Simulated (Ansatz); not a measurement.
**CHGeO (SMILES O=[C]=[GeH]) (doublet): density, localisation and related maps**

Input

```
crystal:
  periodic: [false, false, false]
  atoms:
    - {symbol: C, position_ang: [0.207498, -0.058766, -0.477474]}
    - {symbol: Ge, position_ang: [-0.839808, -0.599600, 1.089691]}
    - {symbol: O, position_ang: [0.815210, 0.379973, -1.342791]}
    - {symbol: H, position_ang: [-0.740540, -2.039907, 0.415504]}
basis:
  gaussian:
    orbitals: def2-TZVPD
magnetization:
  spin_polarized: true
  initial_magnetization: 1
hamiltonian:
  xc: {name: PBE0}
output: {forces: true, orbitals: {seedname: orbitals}}
```

Run with:

```sh
ansatz run input.yaml --threads 1 --pin off --max-ram 2610MiB --events-out events.jsonl --progress --plain --runs-dir runs
```

Geometry: PBE0-D3(BJ)/def2-SVP.

All numbers below come from isolated molecule in a Gaussian basis; Kohn-Sham density functional theory, functional PBE0 in Ansatz.

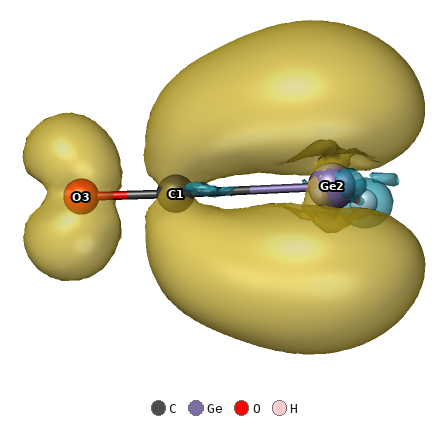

Figure 1. Isosurfaces of the spin density at +0.015 (yellow) and −0.015 e/Å³ (cyan), seen from one side.

### Describe the spin distribution.

The unpaired spin (1 electron) lies mostly on Ge2 (about 0.6), C1 (about 0.2) and O3 (about 0.1), in electrons by Hirshfeld's partition.

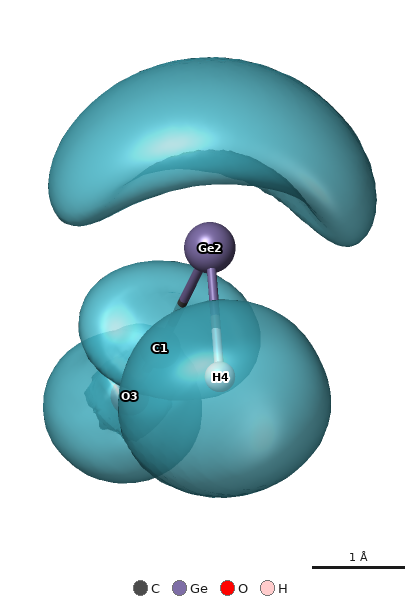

Figure 2. Isosurface of the ELF at 0.75 (cyan), seen at an oblique angle. Only the valence region is drawn (cores and ρ < 0.01 e/Å³ removed).

### Describe the localisation domains.

The ELF exceeds this value in one region around a hydrogen nucleus, one lobe of the valence shell of C pointing towards Ge (polar bonds), one region on O in which the atom's valence shell and bonds are merged and one lobe on Ge, pointing away from the bonds (non-bonding electrons). Along the contacts the grid gives the following. C–O (1.14 Å): the ELF peaks at about 0.85 between the atoms (a multiple bond). C–Ge (1.96 Å): the ELF peaks at about 0.95 in the valence shell of C, 0.7 Å from its nucleus, and is about 0.45 at the midpoint.

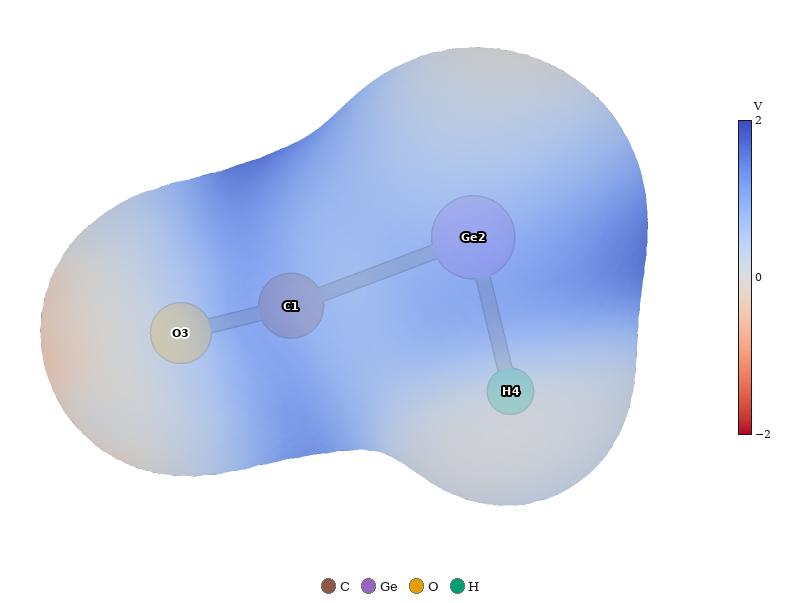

Figure 3. The molecular electrostatic potential painted on the density surface at 0.004 e/bohr³, seen across its widest extent; the colour scale runs from red (negative) to blue (positive).

### Describe the electrostatic potential map.

The most negative region (about −0.3 V) lies over O3, the most positive (about +1.5 V) over C1 and Ge2.

### How polar is the molecule by this calculation?

Its dipole moment is 0.21 D.
